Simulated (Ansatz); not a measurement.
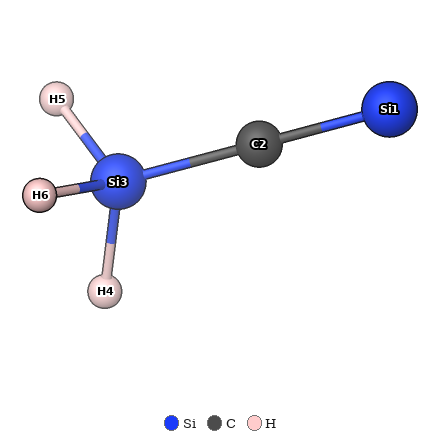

The system is CH₃Si₂, SMILES [Si-]#C[SiH3], charge −1; the picture shows the reference structure. First axis: angle Si1–C2–Si3 (carried through 180). Second axis: change of the bonds C2–Si1, C2–Si3, all alike. Nothing is relaxed (all other coordinates rigid). The scan uses a 15 × 15 grid. Points are written as (first, second). All energies are given in kJ/mol relative to the lowest grid point. These are results of RKS PBE0-D4/def2-TZVPD in Ansatz, not measurements.

Its coordinates:

```yaml
atoms:
  - { symbol: Si, position_ang: [0.8063, -2.5302, 1.1237] }
  - { symbol: C, position_ang: [0.3446, -1.0860, 0.4812] }
  - { symbol: Si, position_ang: [-0.1520, 0.4770, -0.2119] }
  - { symbol: H, position_ang: [-1.3903, 0.4395, -1.0756] }
  - { symbol: H, position_ang: [0.8651, 1.1410, -1.1092] }
  - { symbol: H, position_ang: [-0.4736, 1.5586, 0.7919] }
```

Range: angle Si1–C2–Si3 (carried through 180) from 140.0 to 220.0°; change of the bonds C2–Si1, C2–Si3, all alike from −0.188 to 0.291 Å.

**What landscape does the calculation give?**

The lowest grid point is at (180.0°, 0.017 Å). No other kind of well shows on this grid. The highest grid point, (220.0°, −0.188 Å), lies 182 kJ/mol above the lowest.

```
second ↓, first →  140.0  145.7  151.4  157.1  162.9  168.6  174.3  180.0  185.7  191.4  197.1  202.9  208.6  214.3  220.0
            0.291    176    176    175    175    175    175    175    175    175    175    175    175    175    176    176
            0.257    146    146    145    144    144    143    143    143    143    143    144    144    145    146    146
            0.223    118    117    116    115    114    114    113    113    113    114    114    115    116    117    118
            0.188     92     90     88     87     86     85     85     85     85     85     86     87     88     90     92
            0.154     68     66     64     63     61     60     60     60     60     60     61     63     64     66     69
            0.120     49     46     43     41     40     39     38     38     38     39     40     41     43     46     49
            0.086     33     29     27     24     22     21     20     20     20     21     22     24     27     29     33
            0.051     21     18     14     12     10      8      7      7      7      8     10     12     14     18     21
            0.017     16     12      8      5      3      1      0      0      0      1      3      5      8     12     16
           −0.017     18     13      9      6      3      2      0      0      0      2      3      6      9     13     18
           −0.051     28     23     18     15     12     10      9      8      9     10     12     15     18     23     28
           −0.086     48     43     38     34     31     29     27     27     27     29     31     34     38     43     48
           −0.120     79     73     68     64     60     58     57     56     57     58     60     64     68     73     79
           −0.154    123    117    111    107    103    101     99     99     99    101    103    107    111    117    123
           −0.188    182    175    170    165    161    159    157    157    157    159    161    165    170    175    182
```

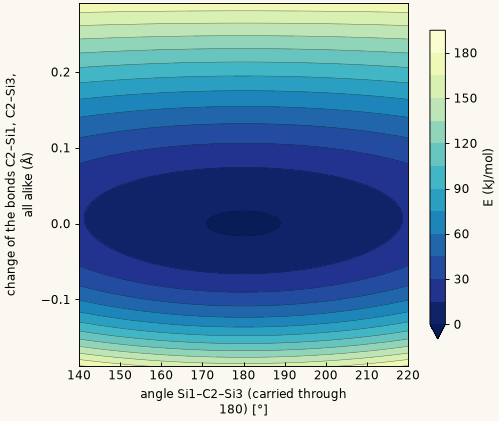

Drawn: filled contours. Between grid points the surface is interpolated.

Each point was launched as `ansatz run input.yaml --threads 1 --pin off --max-ram 2560MiB --backend cpu --events-out ev --progress --plain --runs-dir out`. Time for the 225 points that were run: 20 min on 1 thread of Intel(R) Xeon(R) Platinum 8259CL CPU @ 2.50GHz (Skylake/Cascade Lake), on a shared host.
